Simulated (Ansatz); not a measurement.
# CH5NO2Si: the cost of one run

All numbers below are computed with Ansatz 0.2.0 (RKS PBE0-D4/def2-SVP).

1 further run of the same task is left out (it didn't finish).

### Step 1. Starting point

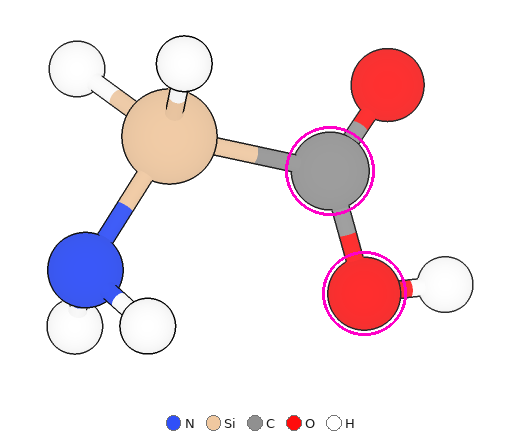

Start, viewed from a chosen angle; nitrogen blue, silicon light orange, carbon grey, oxygen red, hydrogen white. Ringed: C3, O5.

Coordinates:

```xyz
10

N     1.2356    1.2264    0.4550
Si    0.2992   -0.1248    0.9220
C    -0.8534   -0.7891   -0.4748
O    -1.4362   -1.7691   -0.2667
O    -0.8440   -0.1663   -1.6801
H     0.5181    1.9889    0.1324
H     1.7492    1.0315   -0.3839
H     1.3694   -1.0942    1.3209
H    -0.4724    0.3222    2.1524
H    -1.4824   -0.6768   -2.1742
```

### Step 2. End point A

Contents of input.yaml:

```yaml
crystal:
  periodic: [false, false, false]
  atoms:
    - { symbol: "N", position_ang: [1.2356, 1.2264, 0.455] }
    - { symbol: Si, position_ang: [0.2992, -0.1248, 0.922] }
    - { symbol: C, position_ang: [-0.8534, -0.7891, -0.4748] }
    - { symbol: O, position_ang: [-1.4362, -1.7691, -0.2667] }
    - { symbol: O, position_ang: [-0.844, -0.1663, -1.6801] }
    - { symbol: H, position_ang: [0.5181, 1.9889, 0.1324] }
    - { symbol: H, position_ang: [1.7492, 1.0315, -0.3839] }
    - { symbol: H, position_ang: [1.3694, -1.0942, 1.3209] }
    - { symbol: H, position_ang: [-0.4724, 0.3222, 2.1524] }
    - { symbol: H, position_ang: [-1.4824, -0.6768, -2.1742] }
basis:
  gaussian: { orbitals: def2-SVP }
hamiltonian:
  xc: pbe0
  dispersion: d4
relax:
  f_tol: 0.015
  max_steps: 40
output:
  orbitals: {}
```

Run with:

```
ansatz run input.yaml --threads 2 --pin off --max-ram 3072MiB --backend cpu --events-out ev --progress --plain --runs-dir out
```

Q: Estimate wall time and peak memory on 2 threads of Arm Neoverse V1, shared host.

About 24 s, with a peak of 0.2 GiB.
